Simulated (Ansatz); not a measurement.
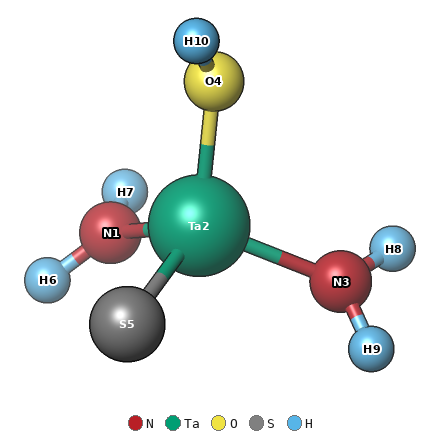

The system is H5N2OSTa, SMILES [NH2][Ta]([NH2])([OH])=[S]; the picture shows the reference structure. The first coordinate is: dihedral N1–Ta2–N3–H8; the second: dihedral N1–Ta2–O4–H10. Nothing is relaxed (all other coordinates rigid). The scan uses a 9 × 9 grid. Points are written as (first, second). All energies are given in eV relative to the lowest grid point. These are results of Ansatz 0.2.0, RKS PBE-D4/def2-SVP, not measurements.

Its coordinates:

```xyz
10

N    -1.5849    0.7647   -0.3179
Ta    0.3210    0.2959    0.0019
N     0.4715   -1.3800    1.0617
O     1.1338   -0.0251   -1.7086
S     1.2179    1.9116    1.1768
H    -2.0845    1.5634    0.0848
H    -2.2352    0.1942   -0.8700
H     0.1572   -2.3004    0.7342
H     0.8088   -1.4548    2.0261
H     1.8775    0.3795   -2.1859
```

Range: dihedral N1–Ta2–N3–H8 from −180 to 140°; dihedral N1–Ta2–O4–H10 from −180 to 140°.

> What will the energy surface look like?

The lowest grid point is at (60°, 100°). There is a further well near (−100°, 140°) (0.018 eV above the lowest at that grid point). The highest grid point, (140°, −100°), lies 0.436 eV above the lowest. On the interpolated surface the easiest way out of the lowest well to the well at about (−115°, 120°) passes a barrier of about 0.18 eV, counted from the interpolated bottom of the well. Round the minimum the two coordinates are weakly coupled (coupling −0.05 in units of the two stiffnesses).

| dihedral N1–Ta2–O4–H10 ↓, dihedral N1–Ta2–N3–H8 → | −180 | −140 | −100 | −60 | −20 | 20 | 60 | 100 | 140 |
| --- | --- | --- | --- | --- | --- | --- | --- | --- | --- |
| 140 | 0.156 | 0.031 | 0.018 | 0.134 | 0.189 | 0.087 | 0.000 | 0.067 | 0.192 |
| 100 | 0.144 | 0.028 | 0.018 | 0.128 | 0.175 | 0.079 | 0.000 | 0.066 | 0.180 |
| 60 | 0.208 | 0.075 | 0.068 | 0.196 | 0.247 | 0.132 | 0.045 | 0.124 | 0.254 |
| 20 | 0.305 | 0.160 | 0.135 | 0.264 | 0.337 | 0.226 | 0.120 | 0.190 | 0.334 |
| −20 | 0.336 | 0.204 | 0.183 | 0.299 | 0.366 | 0.265 | 0.169 | 0.233 | 0.364 |
| −60 | 0.305 | 0.184 | 0.216 | 0.342 | 0.356 | 0.227 | 0.174 | 0.279 | 0.386 |
| −100 | 0.290 | 0.150 | 0.233 | 0.402 | 0.373 | 0.188 | 0.157 | 0.323 | 0.436 |
| −140 | 0.277 | 0.110 | 0.184 | 0.377 | 0.366 | 0.162 | 0.108 | 0.282 | 0.424 |
| −180 | 0.220 | 0.063 | 0.083 | 0.244 | 0.280 | 0.124 | 0.041 | 0.158 | 0.304 |

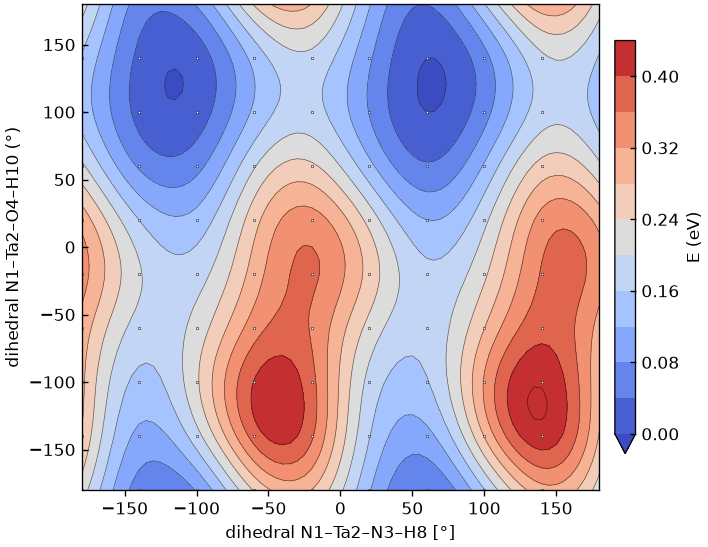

Drawn: filled contours, dots at the grid points. Between grid points the surface is interpolated.

Each point was launched as `ansatz run input.yaml --threads 1 --pin off --max-ram 2560MiB --backend cpu --events-out ev --progress --plain --runs-dir out`. The whole map (81 points run) took 12 min on 1 thread of Arm Neoverse V2, with other jobs on the host.
